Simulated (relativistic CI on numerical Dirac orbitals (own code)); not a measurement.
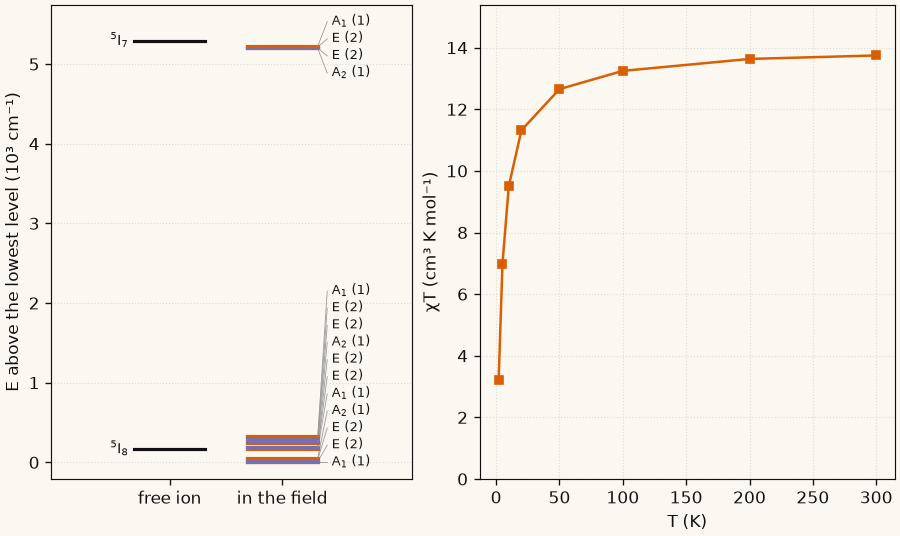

Levels and susceptibility of an f-shell ion of charge +3 in a field of D3d symmetry with B20 = −80, B40 = −360, B43 = −1,470, B60 = 90, B63 = 300, B66 = 10 cm⁻¹ (Wybourne parameters). Labels give the double-group representation and, in brackets, the degeneracy; the lowest 15 of 666 levels are drawn. Computed by relativistic CI on Dirac orbitals, KLI exchange-only orbitals, Breit term, model QED, valence Slater integrals scaled by 0.75 (radial Dirac CI code). One open-shell configuration in a parametric field without covalency; powder susceptibility by Van Vleck's formula.

Q: Which ion is it? Describe its ground state.

A: Ho³⁺ (holmium, Z = 67), 4f¹⁰. The free ion's lowest level is ⁵I₈. The ground level is A₁, a singlet, with total spin S = 1.93 and J = 8.00 (from expectation values). The next level lies at 9.7 cm⁻¹ (E). The field lowers the ground state by 170 cm⁻¹ against the free ion. χT is 3.22 cm³ K mol⁻¹ at 2 K, 12.7 at 50 K and 13.7 at 300 K, an effective moment of 10.49 μB at room temperature.
